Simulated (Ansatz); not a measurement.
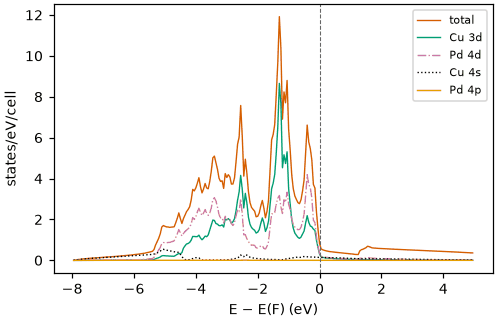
*Total and projected density of states of CuPd (CsCl type, space group No. 221), DFT-r²SCAN in the program Ansatz with PAW potentials*

Task: Which orbitals carry the states next to the Fermi level?

Result: Within 0.5 eV of the Fermi level: Pd 4d 56 %, Cu 3d 34 %, Cu 4s 6 %. Projections are on Löwdin-orthogonalised atomic valence shells; empty p or d shells of many metals are not among them.

Task: Where is the tallest occupied peak in this window, and what makes it?

Result: Near -1.3 eV, about 12 states/eV per cell; the largest projected share is Cu 3d.

Space group Pm-3m (CsCl type). The workflow started from an entry of the Crystallography Open Database (COD). Whether it is the stable phase at ambient conditions was not checked. The r²SCAN relaxation kept the symmetry of its start; its stability against distortions is not shown here. The run is not spin-polarised. Spin–orbit coupling is left out wherever it is not named.

Potentials: the later of the program's two PAW sets.
